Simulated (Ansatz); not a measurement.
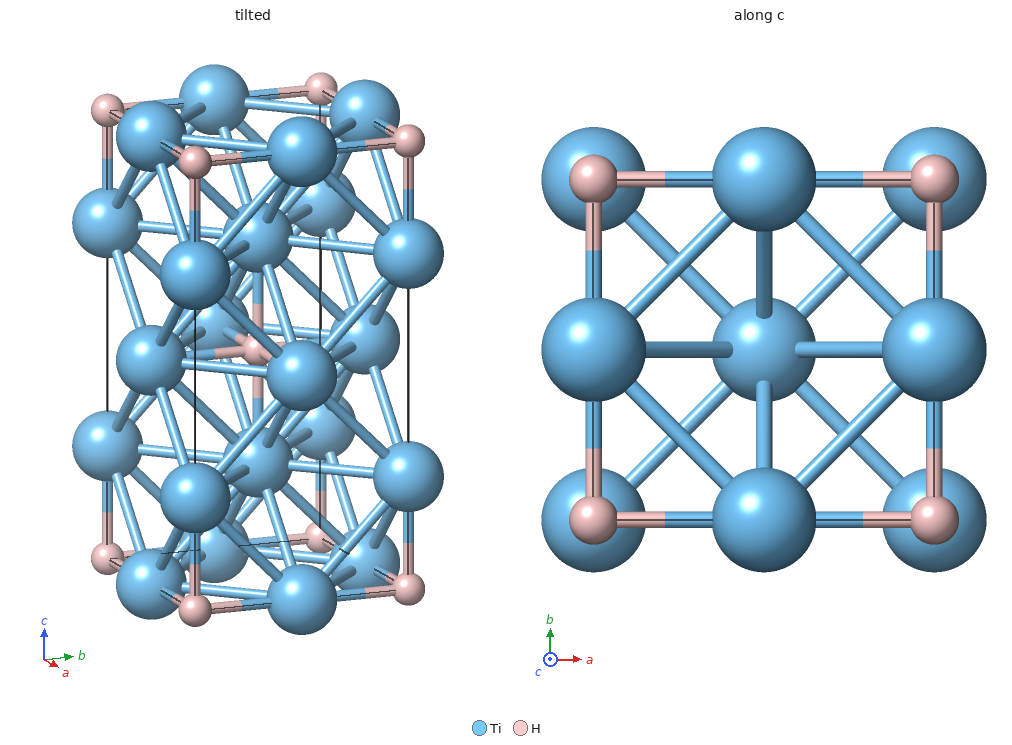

Ball-and-stick drawing of the structure, looking slightly off an axis and along the c axis. The frame is the conventional unit cell; atoms at its boundary are shown with their periodic copies.

Ti4H, space group I4/mmm (No. 139), a = 4.138 Å, b = 4.138 Å, c = 8.286 Å, α = 90.00°, β = 90.00°, γ = 90.00°. Provenance: a structure type filled with these elements by a generator (whether the compound takes this form wasn't checked). Earlier steps of the study may have refined or changed the cell and positions. Ansatz was used for an electronic-structure calculation on it.

This one geometry was computed with Ansatz (DFT, plane waves, PAW) at three levels of theory: r2SCAN, LDA and PBE.

Which level gives the highest pressure at this volume, and what does that say about its equilibrium volume?

Answer. Highest: PBE (0.0 GPa), which points to the largest equilibrium volume. Lowest, with the smallest volume: LDA (-8.6 GPa). Levels within 0.5 GPa of each other can't be told apart.

How does the band gap change with the level of theory?

Answer. All levels give a metal.

Collect the results in a table.

Answer.
| level | cutoff (eV) | k-mesh of the run's cell | gap (eV) | pressure (GPa) |
| --- | --- | --- | --- | --- |
| r2SCAN | 500 | 12×12×12 | metal | -0.6 |
| LDA | 420 | 12×12×12 | metal | -8.6 |
| PBE | 420 | 12×12×12 | metal | 0.0 |

Gaps are taken on the k-mesh or band path of each run.
